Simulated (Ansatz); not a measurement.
# AlNHCl (singlet): wave-function methods side by side, cc-pVDZ

How much of the correlation energy of AlNHCl (singlet) does each wave-function method recover here?

Program: Ansatz 0.2.0, Gaussian basis. Level of theory: cc-pVDZ, core rule «outside noble gas», up to 11 orbitals frozen. These are calculated values, not measurements.

The runs, in order: UHF; CCSD(T) on RHF; CCSD(T) on UHF; BCCD(T) on RHF; CISD; CCSDT(Q) on RHF.

16 further runs of the same task are left out: 6 that didn't finish, 10 set aside as unsound or not needed.

## 1. What is computed

The geometry is a PBE0/def2-TZVP stationary point (not a proven minimum).

4 atoms, charge 0, spin multiplicity 1.

Atoms are counted from 1 here; the program's logs count them from 0.

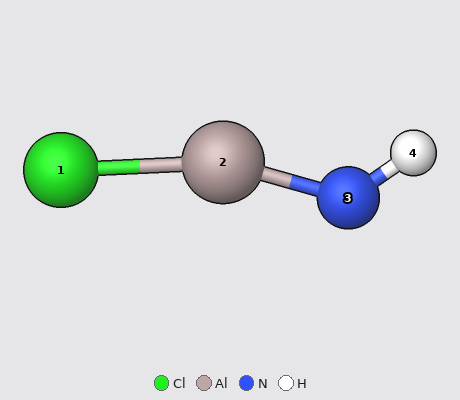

The structure; chlorine green, aluminium light grey, nitrogen blue, hydrogen white; atoms are numbered from 1 in the order of the file.

In the tables R marks a restricted determinant and U an unrestricted one; energies count from the table's Hartree-Fock row.

## 2. UHF

in.yaml reads:

```yaml
crystal:
  periodic: [false, false, false]
  atoms:
    - {symbol: Cl, position_ang: [-0.000014, -0.113063, 2.550215]}
    - {symbol: Al, position_ang: [-0.000035, 0.083591, 0.493350]}
    - {symbol: N, position_ang: [-0.000020, -0.291960, -1.121218]}
    - {symbol: H, position_ang: [0.000069, 0.321432, -1.922346]}
basis:
  gaussian: {orbitals: cc-pVDZ}
magnetization: {spin_polarized: true, initial_magnetization: 0}
hamiltonian: {xc: hf}
output: {orbitals: {seedname: orbitals}}
```

Launch:

```bash
$ ansatz run in.yaml --threads 1 --pin off --events-out ev --progress --plain --max-ram 2393MiB
```

Standard output:

```text
Functional definition: HF
  name "HF"
  cite "Fock, Z. Phys. 61, 126 (1930) doi:10.1007/BF01340294"
  parent pbe
  exchange = exact_x
  correlation = 0
556 factors; integrals over basis functions are off by at most 1.0e-3 eV
mean field evaluation 1: about -20579.2894 eV, gradient 3.1e1 eV
mean field evaluation 2: about -20579.2923 eV, gradient 3.1e1 eV
mean field evaluation 4: about -20584.1077 eV, gradient 2.3e0 eV
mean field evaluation 8: about -20584.1584 eV, gradient 1.4e-3 eV
mean field evaluation 16: about -20584.2722 eV, gradient 1.9e-1 eV
mean field evaluation 32: about -20584.2612 eV, gradient 2.3e-1 eV
mean field evaluation 64: about -20581.9132 eV, gradient 6.8e0 eV
mean field evaluation 96: about -20583.3863 eV, gradient 4.6e0 eV
mean field evaluation 128: about -20582.7449 eV, gradient 2.8e0 eV
mean field evaluation 160: about -20580.4443 eV, gradient 7.3e0 eV
mean field evaluation 192: about -20584.1529 eV, gradient 2.1e-1 eV
mean field -20584.27333239 eV, -756.4580924436 hartree, gradient 2.6e-5 eV, S^2 0.490127; 2 other end points of the search recorded, 0 dependent functions left out
reference -20584.27333239 eV, -756.4580924436 hartree; 19, 19 occupied and 36, 36 virtual orbitals, 556 factors
Total energy: -20584.27333239 eV, -756.4580924436 hartree
```

Wall time 1.8 s (1 thread of Arm Neoverse V2, shared host).

From the report: ⟨S²⟩ of the determinant 0.490 (pure singlet: 0.00).

The unrestricted solution breaks the spin symmetry, so the restricted determinant is unstable here.

## 3. CCSD(T) on RHF

in.yaml: that of step 2 with these lines changed.

```diff
@@ -9,4 +9,3 @@
   gaussian: {orbitals: cc-pVDZ}
-magnetization: {spin_polarized: true, initial_magnetization: 0}
-hamiltonian: {xc: hf}
-output: {orbitals: {seedname: orbitals}}
+magnetization: {spin_polarized: false}
+correlation: {method: ccsd_t, electrons: outside_noble_gas}
```

Launched as before.

Standard output:

```text
Functional definition: HF
  name "HF"
  cite "Fock, Z. Phys. 61, 126 (1930) doi:10.1007/BF01340294"
  parent pbe
  exchange = exact_x
  correlation = 0
556 factors; integrals over basis functions are off by at most 1.0e-3 eV
mean field evaluation 1: about -20579.2894 eV, gradient 4.4e1 eV
mean field evaluation 2: about -20579.2923 eV, gradient 4.4e1 eV
mean field evaluation 4: about -20584.1077 eV, gradient 3.3e0 eV
mean field evaluation 8: about -20584.1584 eV, gradient 1.8e-3 eV
mean field evaluation 16: about -20584.1529 eV, gradient 3.0e-1 eV
mean field -20584.15843072 eV, -756.4538698854 hartree, gradient 2.1e-6 eV, S^2 0.000000; 0 other end points of the search recorded, 0 dependent functions left out; unrestricted orbitals would lower it
11 core orbitals not correlated: weight in the atoms' cores, before any rotation towards them, 1.000 or more for the frozen orbitals, at most 0.000 for the correlated occupied ones
reference -20584.15843072 eV, -756.4538698854 hartree; 8, 8 occupied and 36, 36 virtual orbitals, 556 factors
second order -10.15641980 eV of doubles, -0.00000000 eV of singles
cycle   1  -10.15844904 eV  change   -2.0e-3 eV  update   1.3e-1
cycle   2  -10.46354865 eV  change   -3.1e-1 eV  update   5.2e-2
cycle   3  -10.59667474 eV  change   -1.3e-1 eV  update   2.9e-2
cycle   4  -10.59437948 eV  change    2.3e-3 eV  update   8.4e-3
cycle   5  -10.59220506 eV  change    2.2e-3 eV  update   3.6e-3
cycle   6  -10.59332065 eV  change   -1.1e-3 eV  update   1.5e-3
cycle   7  -10.59308635 eV  change    2.3e-4 eV  update   8.6e-4
cycle   8  -10.59339655 eV  change   -3.1e-4 eV  update   3.2e-4
cycle   9  -10.59337618 eV  change    2.0e-5 eV  update   1.2e-4
cycle  10  -10.59326799 eV  change    1.1e-4 eV  update   3.9e-5
cycle  11  -10.59328386 eV  change   -1.6e-5 eV  update   1.6e-5
cycle  12  -10.59329979 eV  change   -1.6e-5 eV  update   6.2e-6
cycle  13  -10.59330428 eV  change   -4.5e-6 eV  update   2.8e-6
perturbative correction -0.39509416 eV, -0.0145194426 hartree
Total energy: -20595.14682916 eV, -756.8576860799 hartree
```

It took 0.81 s on 1 thread of Arm Neoverse V2, shared host.

From the report: correlation -10.9884 eV; T1 0.025; largest double amplitude 0.09.

## 4. CCSD(T) on UHF

in.yaml: that of step 3 with these lines changed.

```diff
@@ -9,3 +9,3 @@
   gaussian: {orbitals: cc-pVDZ}
-magnetization: {spin_polarized: false}
+magnetization: {spin_polarized: true, initial_magnetization: 0}
 correlation: {method: ccsd_t, electrons: outside_noble_gas}
```

Same command.

Standard output:

```text
Functional definition: HF
  name "HF"
  cite "Fock, Z. Phys. 61, 126 (1930) doi:10.1007/BF01340294"
  parent pbe
  exchange = exact_x
  correlation = 0
556 factors; integrals over basis functions are off by at most 1.0e-3 eV
mean field evaluation 1: about -20579.2894 eV, gradient 3.1e1 eV
mean field evaluation 2: about -20579.2923 eV, gradient 3.1e1 eV
mean field evaluation 4: about -20584.1077 eV, gradient 2.3e0 eV
mean field evaluation 8: about -20584.1584 eV, gradient 1.4e-3 eV
mean field evaluation 16: about -20584.2722 eV, gradient 1.9e-1 eV
mean field evaluation 32: about -20584.1584 eV, gradient 4.8e-3 eV
mean field evaluation 64: about -20584.0952 eV, gradient 2.7e0 eV
mean field evaluation 96: about -20583.7315 eV, gradient 4.1e0 eV
mean field evaluation 128: about -20581.0735 eV, gradient 1.6e1 eV
mean field evaluation 160: about -20583.1271 eV, gradient 1.4e-3 eV
mean field evaluation 192: about -20580.6946 eV, gradient 5.6e-3 eV
mean field evaluation 224: about -20583.1271 eV, gradient 1.2e-2 eV
mean field evaluation 256: about -20580.2851 eV, gradient 1.9e0 eV
mean field evaluation 288: about -20583.1096 eV, gradient 7.5e-1 eV
mean field evaluation 320: about -20580.6962 eV, gradient 1.7e-1 eV
mean field evaluation 352: about -20581.4956 eV, gradient 4.4e0 eV
mean field -20584.27333239 eV, -756.4580924436 hartree, gradient 1.4e-6 eV, S^2 0.490129; 14 other end points of the search recorded, 0 dependent functions left out
determinant -20584.27333239 eV, -756.4580924436 hartree, with singles and doubles -20594.69384969 eV, -756.8410393914 hartree
determinant -20583.12711689 eV, -756.4159698010 hartree, with singles and doubles -20592.35659725 eV, -756.7551469485 hartree
determinant -20581.40948941 eV, -756.3528481552 hartree, with singles and doubles -20591.51082882 eV, -756.7240655318 hartree
determinant -20584.15843072 eV, -756.4538698854 hartree, with singles and doubles -20594.75119516 eV, -756.8431467985 hartree
11 core orbitals not correlated: weight in the atoms' cores, before any rotation towards them, 1.000 or more for the frozen orbitals, at most 0.000 for the correlated occupied ones
reference -20584.27333239 eV, -756.4580924436 hartree; 8, 8 occupied and 36, 36 virtual orbitals, 556 factors
second order -9.27520919 eV of doubles, -0.00000000 eV of singles
cycle   1  -10.42935486 eV  change   -8.8e-3 eV  update   7.2e-3
cycle   2  -10.44387396 eV  change   -1.5e-2 eV  update   5.6e-3
cycle   3  -10.44934757 eV  change   -5.5e-3 eV  update   3.0e-3
cycle   4  -10.45436959 eV  change   -5.0e-3 eV  update   1.7e-3
cycle   5  -10.45928727 eV  change   -4.9e-3 eV  update   7.8e-4
cycle   6  -10.46154398 eV  change   -2.3e-3 eV  update   4.1e-4
cycle   7  -10.46196322 eV  change   -4.2e-4 eV  update   1.6e-4
cycle   8  -10.46189800 eV  change    6.5e-5 eV  update   6.9e-5
cycle   9  -10.46191551 eV  change   -1.8e-5 eV  update   3.3e-5
cycle  10  -10.46196398 eV  change   -4.8e-5 eV  update   1.5e-5
cycle  11  -10.46197576 eV  change   -1.2e-5 eV  update   4.6e-6
perturbative correction -0.35101545 eV, -0.0128995800 hartree
Total energy: -20595.08632360 eV, -756.8554625415 hartree
```

It took 7 s on 1 thread of Arm Neoverse V2, shared host.

From the report: ⟨S²⟩ of the determinant 0.490 (pure singlet: 0.00); correlation -10.8130 eV; T1 0.077; largest double amplitude 0.07.

## 5. BCCD(T) on RHF

in.yaml: that of step 4 with these lines changed.

```diff
@@ -9,3 +9,3 @@
   gaussian: {orbitals: cc-pVDZ}
-magnetization: {spin_polarized: true, initial_magnetization: 0}
-correlation: {method: ccsd_t, electrons: outside_noble_gas}
+magnetization: {spin_polarized: false}
+correlation: {method: bccd_t, electrons: outside_noble_gas}
```

The command is unchanged.

Standard output:

```text
Functional definition: HF
  name "HF"
  cite "Fock, Z. Phys. 61, 126 (1930) doi:10.1007/BF01340294"
  parent pbe
  exchange = exact_x
  correlation = 0
556 factors; integrals over basis functions are off by at most 1.0e-3 eV
mean field evaluation 1: about -20579.2894 eV, gradient 4.4e1 eV
mean field evaluation 2: about -20579.2923 eV, gradient 4.4e1 eV
mean field evaluation 4: about -20584.1077 eV, gradient 3.3e0 eV
mean field evaluation 8: about -20584.1584 eV, gradient 1.8e-3 eV
mean field evaluation 16: about -20584.1529 eV, gradient 3.0e-1 eV
mean field -20584.15843072 eV, -756.4538698854 hartree, gradient 2.1e-6 eV, S^2 0.000000; 0 other end points of the search recorded, 0 dependent functions left out; unrestricted orbitals would lower it
11 core orbitals not correlated: weight in the atoms' cores, before any rotation towards them, 1.000 or more for the frozen orbitals, at most 0.000 for the correlated occupied ones
reference -20584.15843072 eV, -756.4538698854 hartree; 8, 8 occupied and 36, 36 virtual orbitals, 556 factors
second order -10.15641980 eV of doubles, -0.00000000 eV of singles
cycle   1  -10.14405282 eV  change    1.2e-2 eV  update   1.3e-1
cycle   2  -10.42791781 eV  change   -2.8e-1 eV  update   6.3e-2
cycle   3  -10.54376098 eV  change   -1.2e-1 eV  update   3.1e-2
cycle   4  -10.55066161 eV  change   -6.9e-3 eV  update   1.1e-2
cycle   5  -10.54543847 eV  change    5.2e-3 eV  update   3.5e-3
cycle   6  -10.54683221 eV  change   -1.4e-3 eV  update   1.6e-3
cycle   7  -10.54731238 eV  change   -4.8e-4 eV  update   7.6e-4
cycle   8  -10.54716274 eV  change    1.5e-4 eV  update   3.5e-4
cycle   9  -10.54719623 eV  change   -3.3e-5 eV  update   1.3e-4
cycle  10  -10.54715713 eV  change    3.9e-5 eV  update   5.9e-5
cycle  11  -10.54714650 eV  change    1.1e-5 eV  update   2.1e-5
cycle  12  -10.54717047 eV  change   -2.4e-5 eV  update   8.8e-6
cycle  13  -10.54716807 eV  change    2.4e-6 eV  update   3.3e-6
perturbative correction -0.43787650 eV, -0.0160916646 hartree
Total energy: -20595.14347530 eV, -756.8575628276 hartree
```

Wall time 0.93 s (1 thread of Arm Neoverse V2, shared host).

From the report: correlation -10.9850 eV; largest double amplitude 0.08.

## 6. CISD

in.yaml: that of step 5 with these lines changed.

```diff
@@ -9,3 +9,2 @@
   gaussian: {orbitals: cc-pVDZ}
-magnetization: {spin_polarized: false}
-correlation: {method: bccd_t, electrons: outside_noble_gas}
+correlation: {active_space: {ras: {orbitals: [8, 0, 36], electrons: 16, max_holes: 2, max_particles: 2}, fixed_orbitals: true}}
```

Same command.

Standard output:

```text
Functional definition: HF
  name "HF"
  cite "Fock, Z. Phys. 61, 126 (1930) doi:10.1007/BF01340294"
  parent pbe
  exchange = exact_x
  correlation = 0
556 factors; integrals over basis functions are off by at most 1.0e-3 eV
mean field evaluation 1: about -20579.2894 eV, gradient 4.4e1 eV
mean field evaluation 2: about -20579.2923 eV, gradient 4.4e1 eV
mean field evaluation 4: about -20584.1077 eV, gradient 3.3e0 eV
mean field evaluation 8: about -20584.1584 eV, gradient 1.8e-3 eV
mean field -20584.15843072 eV, -756.4538698854 hartree, gradient 2.1e-6 eV, S^2 0.000000; 0 other end points of the search recorded, 0 dependent functions left out
reference -20584.15843072 eV, -756.4538698854 hartree; 19, 19 occupied and 36, 36 virtual orbitals, 556 factors
state -20593.56004212 eV, -756.7993727315 hartree
Total energy: -20593.56004212 eV, -756.7993727315 hartree
```

It took 1.8 s on 1 thread of Arm Neoverse V2, shared host.

From the report: 118,801 determinants.

## 7. CCSDT(Q) on RHF

in.yaml: that of step 6 with these lines changed.

```diff
@@ -9,2 +9,3 @@
   gaussian: {orbitals: cc-pVDZ}
-correlation: {active_space: {ras: {orbitals: [8, 0, 36], electrons: 16, max_holes: 2, max_particles: 2}, fixed_orbitals: true}}
+magnetization: {spin_polarized: false}
+correlation: {method: ccsdt_q, electrons: outside_noble_gas}
```

Same command.

Standard output:

```text
Functional definition: HF
  name "HF"
  cite "Fock, Z. Phys. 61, 126 (1930) doi:10.1007/BF01340294"
  parent pbe
  exchange = exact_x
  correlation = 0
1032 factors; integrals over basis functions are off by at most 2.0e-7 eV
mean field evaluation 1: about -20579.2892 eV, gradient 4.4e1 eV
mean field evaluation 2: about -20579.2924 eV, gradient 4.4e1 eV
mean field evaluation 4: about -20584.1078 eV, gradient 3.3e0 eV
mean field evaluation 8: about -20584.1586 eV, gradient 1.8e-3 eV
mean field evaluation 16: about -20584.1528 eV, gradient 3.0e-1 eV
mean field -20584.15857156 eV, -756.4538750609 hartree, gradient 2.1e-6 eV, S^2 0.000000; 0 other end points of the search recorded, 0 dependent functions left out; unrestricted orbitals would lower it
11 core orbitals not correlated: weight in the atoms' cores, before any rotation towards them, 1.000 or more for the frozen orbitals, at most 0.000 for the correlated occupied ones
reference -20584.15857156 eV, -756.4538750609 hartree; 8, 8 occupied and 36, 36 virtual orbitals, 1032 factors
second order -10.15644328 eV of doubles, -0.00000000 eV of singles
cycle   1  -10.15845427 eV  change   -2.0e-3 eV  update   1.5e-1
cycle   2  -10.62241567 eV  change   -4.6e-1 eV  update   1.0e-1
cycle   3  -11.00908894 eV  change   -3.9e-1 eV  update   4.0e-2
cycle   4  -11.03459513 eV  change   -2.6e-2 eV  update   1.7e-2
cycle   5  -11.00325461 eV  change    3.1e-2 eV  update   8.1e-3
cycle   6  -11.00511475 eV  change   -1.9e-3 eV  update   4.4e-3
cycle   7  -11.00971443 eV  change   -4.6e-3 eV  update   2.2e-3
cycle   8  -11.01113831 eV  change   -1.4e-3 eV  update   1.1e-3
cycle   9  -11.01076849 eV  change    3.7e-4 eV  update   6.4e-4
cycle  10  -11.01104426 eV  change   -2.8e-4 eV  update   2.7e-4
cycle  11  -11.01049277 eV  change    5.5e-4 eV  update   1.4e-4
cycle  12  -11.01056568 eV  change   -7.3e-5 eV  update   5.1e-5
cycle  13  -11.01056441 eV  change    1.3e-6 eV  update   3.1e-5
cycle  14  -11.01060802 eV  change   -4.4e-5 eV  update   1.1e-5
cycle  15  -11.01060862 eV  change   -6.0e-7 eV  update   4.2e-6
cycle  16  -11.01060677 eV  change    1.8e-6 eV  update   1.9e-6
cycle  17  -11.01060613 eV  change    6.4e-7 eV  update   1.1e-6
perturbative correction -0.05369743 eV, -0.0019733442 hartree
Total energy: -20595.22287512 eV, -756.8604807170 hartree
```

Wall time 36 s (1 thread of Arm Neoverse V2, shared host); peak memory 0.51 GiB.

From the report: correlation -11.0643 eV; T1 0.026; largest double amplitude 0.11.

## 8. Misses and costs

No level here is safe as a reference; RCCSDT(Q) serves as a yardstick only. Rows without a time come out of other runs: HF, MP2 and CCSD of CCSD(T), CCSDT of CCSDT(Q).

Differences are taken before rounding.

| method | energy from the lowest RHF (meV) | from RCCSDT(Q) (meV) | time |
| --- | --- | --- | --- |
| RHF | 0.0 | +11064.4 |  |
| UHF | -114.9 | +10949.5 |  |
| RMP2 | -10156.4 | +908.0 |  |
| UMP2 | -9390.1 | +1674.3 |  |
| CISD | -9401.6 | +1662.8 | 1.8 s |
| RCCSD | -10593.3 | +471.1 |  |
| UCCSD | -10576.9 | +487.6 |  |
| RCCSD(T) | -10988.4 | +76.0 | 0.81 s |
| UCCSD(T) | -10927.9 | +136.6 | 7 s |
| BCCD(T) | -10985.0 | +79.4 | 0.93 s |
| RCCSDT | -11010.7 | +53.7 |  |
| RCCSDT(Q) | -11064.4 | 0 | 36 s |

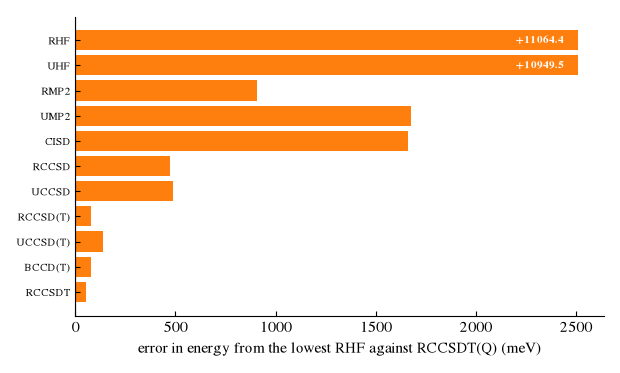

How far each level lands from RCCSDT(Q). Bars with a number in them are cut short.

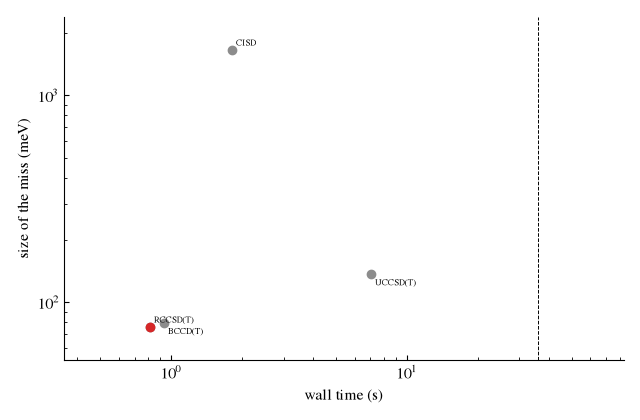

Accuracy for the time spent; red marks the levels that beat every quicker one drawn (of those quicker than the yardstick), and the dashed line is the time of RCCSDT(Q). Times are from a shared host.

With the free atoms at the same levels and basis (separate runs), the atomisation energy is 9.842 eV at RCCSDT(Q), 9.789 eV at RCCSD(T), 9.729 eV at UCCSD(T), 5.955 eV at RHF.

## 9. Summary of results

```
                      quantity        value
RCCSDT(Q) below the RHF energy  -11.0644 eV
           RMP2 from RCCSDT(Q)   +908.0 meV
           UMP2 from RCCSDT(Q)  +1674.3 meV
          RCCSD from RCCSDT(Q)   +471.1 meV
       RCCSD(T) from RCCSDT(Q)    +76.0 meV
       UCCSD(T) from RCCSDT(Q)   +136.6 meV
                 T1 diagnostic        0.025
```

RCCSD(T) misses by +76.0 meV, 0.7 % of the correlation energy. CCSD(T) misses by +76.0 meV on the restricted determinant and by +136.6 meV on the unrestricted one; the two need not hold the same state or core. Warnings: restricted reference is unstable; spin contamination; large T1 diagnostic.
